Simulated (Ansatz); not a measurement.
## Pressure series in ScAl3

Take ScAl₃ in the Cu3Au type structure (space group Pm-3m, No. 221) as the base.

```cif
data_Al3Sc
_chemical_formula_sum 'Al3 Sc1'
_space_group_name_H-M_alt 'Pm-3m'
_space_group_IT_number 221
_space_group_name_Hall '-P 4 2 3'
_cell_length_a 4.10545
_cell_length_b 4.10545
_cell_length_c 4.10545
_cell_angle_alpha 90.000
_cell_angle_beta 90.000
_cell_angle_gamma 90.000
loop_
_atom_site_label
_atom_site_type_symbol
_atom_site_symmetry_multiplicity
_atom_site_Wyckoff_symbol
_atom_site_fract_x
_atom_site_fract_y
_atom_site_fract_z
_atom_site_occupancy
Al1 Al 3 c 0.00000 0.50000 0.50000 1
Sc1 Sc 1 a 0.00000 0.00000 0.00000 1
```

Cell and atoms are relaxed at each pressure.

The values are results of plane-wave PAW DFT at the PBE level (Ansatz, a first-principles code, 420 eV), scalar-relativistic without spin-orbit coupling, earlier PAW set, not measurements.

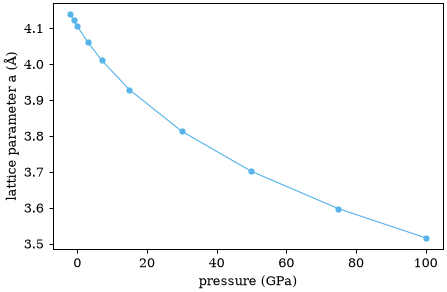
Lattice parameter a against pressure

```tsv
pressure (GPa)	lattice parameter a
-2	4.139 Å
-1	4.122 Å
3	4.062 Å
7	4.011 Å
15	3.929 Å
30	3.813 Å
50	3.702 Å
75	3.598 Å
100	3.517 Å
```

Load acts through the strain it causes; cell and atoms are relaxed under it. No phonon test of stability was made. No other phases were tried under pressure. All final runs are without spin polarisation.
